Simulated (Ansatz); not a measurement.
K₂₇BrCl₂₆ and related structures: several calculations on one system

Part 1: Relaxation

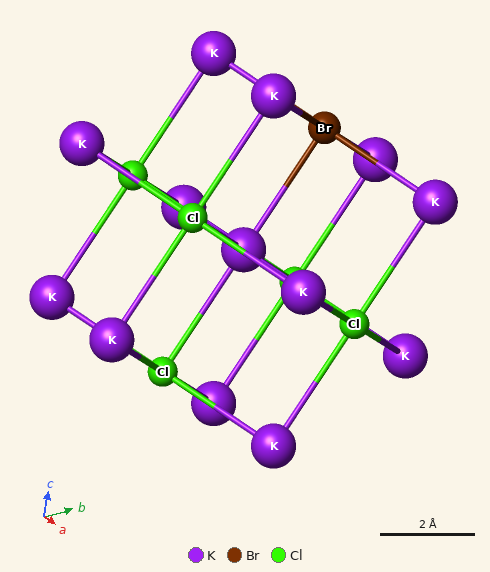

A defect cell of composition K27BrCl26, before the relaxation. The picture is a ball-and-stick view of the atoms within 5.0 Å of the atom that moves most (axes of the cell of the calculation), seen slightly off an axis.

These are results of DFT, PBE, plane-wave PAW, default files, scalar-relativistic in Ansatz 0.2.0, not measurements.

Settings: plane-wave cutoff 420 eV; k-point mesh 2 × 2 × 2; occupations fermi dirac; smearing width 0.01 eV; no spin polarisation; atoms relaxed in a fixed cell; force threshold 0.03 eV/Å; at most 40 steps.

```
CELL_PARAMETERS angstrom
0.00000 9.43941 9.43941
9.43941 0.00000 9.43941
9.43941 9.43941 0.00000
ATOMIC_POSITIONS crystal
K 0.00000 0.00000 0.00000
K 0.00000 0.00000 0.33333
K 0.00000 0.00000 0.66667
K 0.00000 0.33333 0.00000
K 0.00000 0.33333 0.33333
K 0.00000 0.33333 0.66667
K 0.00000 0.66667 0.00000
K 0.00000 0.66667 0.33333
K 0.00000 0.66667 0.66667
K 0.33333 0.00000 0.00000
K 0.33333 0.00000 0.33333
K 0.33333 0.00000 0.66667
K 0.33333 0.33333 0.00000
K 0.33333 0.33333 0.33333
K 0.33333 0.33333 0.66667
K 0.33333 0.66667 0.00000
K 0.33333 0.66667 0.33333
K 0.33333 0.66667 0.66667
K 0.66667 0.00000 0.00000
K 0.66667 0.00000 0.33333
K 0.66667 0.00000 0.66667
K 0.66667 0.33333 0.00000
K 0.66667 0.33333 0.33333
K 0.66667 0.33333 0.66667
K 0.66667 0.66667 0.00000
K 0.66667 0.66667 0.33333
K 0.66667 0.66667 0.66667
Br 0.16667 0.16667 0.16667
Cl 0.16667 0.16667 0.50000
Cl 0.16667 0.16667 0.83333
Cl 0.16667 0.50000 0.16667
Cl 0.16667 0.50000 0.50000
Cl 0.16667 0.50000 0.83333
Cl 0.16667 0.83333 0.16667
Cl 0.16667 0.83333 0.50000
Cl 0.16667 0.83333 0.83333
Cl 0.50000 0.16667 0.16667
Cl 0.50000 0.16667 0.50000
Cl 0.50000 0.16667 0.83333
Cl 0.50000 0.50000 0.16667
Cl 0.50000 0.50000 0.50000
Cl 0.50000 0.50000 0.83333
Cl 0.50000 0.83333 0.16667
Cl 0.50000 0.83333 0.50000
Cl 0.50000 0.83333 0.83333
Cl 0.83333 0.16667 0.16667
Cl 0.83333 0.16667 0.50000
Cl 0.83333 0.16667 0.83333
Cl 0.83333 0.50000 0.16667
Cl 0.83333 0.50000 0.50000
Cl 0.83333 0.50000 0.83333
Cl 0.83333 0.83333 0.16667
Cl 0.83333 0.83333 0.50000
Cl 0.83333 0.83333 0.83333
```

Predict the outcome.

The energy falls by 39.6 meV per cell of the calculation in 1 accepted move (2 points after the start). The largest force component goes from 0.2 to 0.023 eV/Å. 1 step only repeated the SCF at the same geometry. The largest moves, 0.080 Å, are those of K2, K4, K5, K10, K11 and K13. K10 goes along [1 −1 −1]. By element the largest moves are K 0.080 Å, Cl 0.033 Å. Br stays in place. The lattice vectors keep their values. Near-neighbour distances that change, for instance: K10–Br28 3.146 → 3.226 Å, K10–Cl45 3.146 → 3.100 Å, K10–Cl30 3.146 → 3.152 Å. Among the angles between lasting bonds that change: Cl30–K10–Cl43 180.0° → 177.3°.

The end point in the same view:

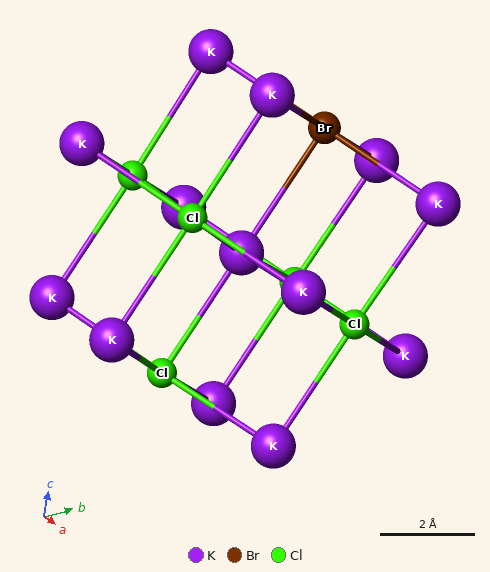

Part 2: Relaxation

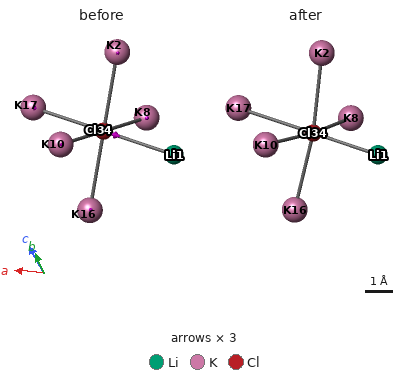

The structure of a defect cell of composition K$_{26}$LiCl$_{27}$ before (left) and after (right) a relaxation, at one scale. The purple arrows give the displacements, magnified 3 times.

A ball-and-stick model of the atoms within 4.2 Å of the atom that moves most (axes of the cell of the calculation (origin shifted)), seen from a free direction.

All numbers below come from DFT, PBE, plane-wave PAW, default files, scalar-relativistic in Ansatz 0.2.0. Settings: plane-wave cutoff 420 eV; k-point mesh 2 × 2 × 2; occupations fermi dirac; smearing width 0.01 eV; no spin polarisation; atoms relaxed in a fixed cell; force threshold 0.03 eV/Å; at most 40 steps.

### What changed between the two?

Over 2 geometry steps the energy falls by 0.267 eV per cell of the calculation. Largest force component: 0.34 eV/Å at the start, 0.02 eV/Å at the end. The largest moves, 0.25 Å, are those of Cl30, Cl34, Cl36, Cl46, Cl48 and Cl52. Cl34 goes along [−1 1 −1]. Largest moves by element: Cl 0.25 Å, K 0.05 Å. Li stays in place. The cell doesn't change. Some distances before and after: Li1–Cl34 3.146 → 2.896 Å, K17–Cl34 3.146 → 3.343 Å, K10–Cl34 3.146 → 3.124 Å. Bond angles that change, for instance: K2–Cl34–K16 180.0° → 171.9°, K2–Cl34–K17 90.0° → 86.0°.

Part 3: Defect

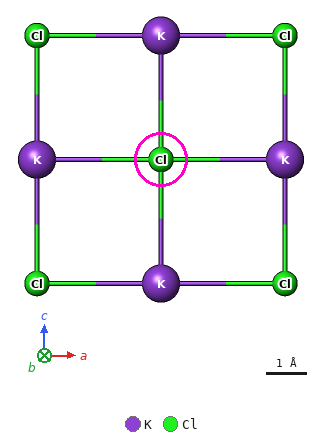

Perfect KCl. A ball-and-stick model of the atoms within 6.0 Å of one point, in a slice 3.4 Å thick across the line of sight, seen along the b axis.

The calculation used DFT, PBE, plane-wave PAW, default files, scalar-relativistic in Ansatz 0.2.0. Set-up: plane-wave cutoff 420 eV; k-point mesh 2 × 2 × 2; occupations fermi dirac; smearing width 0.01 eV; no spin polarisation. The axes drawn are those of the host's conventional cell.

A chlorine atom is replaced by bromine at the ringed place, in charge state 0. The supercell has 54 sites, and the atoms are relaxed at the host's cell.

Predict the relaxed surroundings of the defect.

In the host the Cl atom has 6 K at 3.15 Å; the Br atom ends with 6 K at 3.23 Å. Of the host's atoms, a potassium atom moves furthest from its site, by 0.08 Å. Relaxing the atoms from the host's sites lowers the energy by 0.04 eV.

The relaxed defect, seen from the same direction:

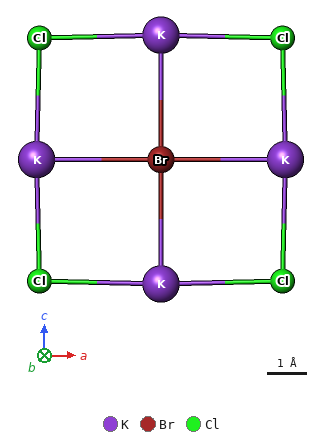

Part 4: Defect

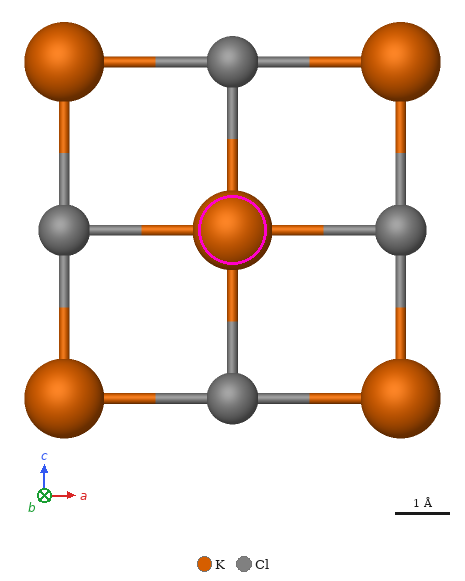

Perfect KCl. Style: ball-and-stick. Shown: the atoms within 6.0 Å of one point, in a slice 5.0 Å thick across the line of sight, along the b axis.

Theory: DFT, PBE, plane-wave PAW, default files, scalar-relativistic in Ansatz. Set-up: plane-wave cutoff 420 eV; k-point mesh 2 × 2 × 2; occupations fermi dirac; smearing width 0.01 eV; no spin polarisation. The axes drawn are those of the host's conventional cell.

A potassium atom is replaced by rubidium at the ringed place, in charge state 0. The supercell has 54 sites, and the atoms are relaxed at the host's cell.

How do the neighbours respond?

Answer. In the host the K atom has 6 Cl at 3.15 Å; the Rb atom ends with 6 Cl at 3.22 Å. Of the host's atoms, a chlorine atom moves furthest from its site, by 0.08 Å. Relaxing the atoms from the host's sites lowers the energy by 0.04 eV.

The relaxed defect, seen from the same direction:

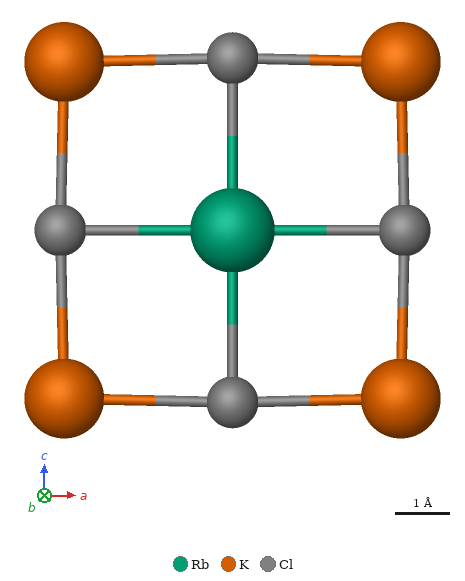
